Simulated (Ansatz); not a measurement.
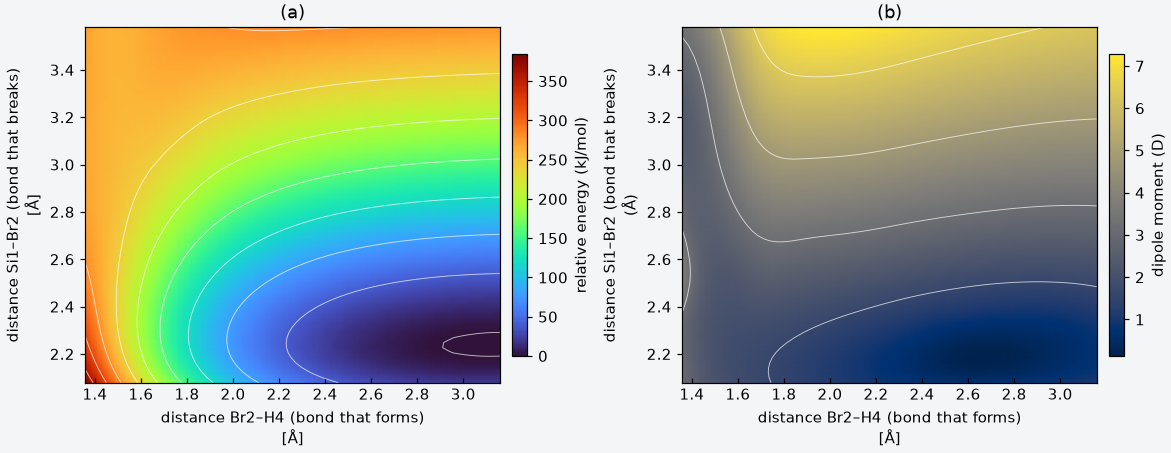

The reacting system BrH₃OSi (fragments BrH₃OSi where the first distance is long, H₂OSi + BrH where the second is long). 
- The first coordinate is: distance Br2–H4 (bond that forms); the second: distance Si1–Br2 (bond that breaks).
- Relaxed at each point: all other coordinates.
- The scan uses a 9 × 9 grid.
- Points are written as (first, second).
- Energies: kJ/mol, counted from the lowest grid point.
- The reference is spin-restricted, so regions where a bond is pulled apart into radicals lie too high.
- The calculation used RKS r2SCAN-D4/def2-SVP in Ansatz 0.2.0.

Panel (a) is the energy; panel (b) is the computed dipole moment, in D.

In the figure: a smooth colour map with a few white contour lines. Between grid points the surface is interpolated.

How does the dipole moment vary over the map, and what is it at the lowest grid point?

Answer. Leaving out the highest fifth of the energies, it runs from 0.2 D at (2.615 Å, 2.190 Å) to 6.3 D at (1.887 Å, 3.348 Å). At the lowest grid point, (3.159 Å, 2.190 Å), it is 0.7 D. That point lies on the edge of the scan.

| second ↓, first → | 1.359 | 1.493 | 1.677 | 1.887 | 2.116 | 2.359 | 2.615 | 2.882 | 3.159 |
| --- | --- | --- | --- | --- | --- | --- | --- | --- | --- |
| 3.579 | 3.4 | 4.5 | 6.5 | 7.3 | 7.3 | 7.0 | 6.7 | 6.4 | 6.3 |
| 3.348 | 2.6 | 3.7 | 5.7 | 6.3 | 6.2 | 6.0 | 5.8 | 5.6 | 5.4 |
| 3.126 | 2.4 | 3.2 | 4.8 | 5.3 | 5.2 | 5.0 | 4.8 | 4.6 | 4.5 |
| 2.913 | 2.7 | 2.9 | 4.0 | 4.3 | 4.2 | 4.0 | 3.8 | 3.6 | 3.6 |
| 2.710 | 3.2 | 2.6 | 3.2 | 3.3 | 3.2 | 3.0 | 2.8 | 2.7 | 2.7 |
| 2.519 | 3.8 | 2.3 | 2.5 | 2.4 | 2.2 | 2.0 | 1.8 | 1.7 | 1.8 |
| 2.344 | 3.1 | 2.1 | 2.0 | 1.8 | 1.5 | 1.1 | 0.8 | 0.8 | 1.0 |
| 2.190 | 3.0 | 2.1 | 1.7 | 1.4 | 1.0 | 0.6 | 0.2 | 0.3 | 0.7 |
| 2.079 | 3.0 | 2.2 | 1.7 | 1.4 | 1.0 | 0.8 | 0.7 | 0.8 | 1.0 |
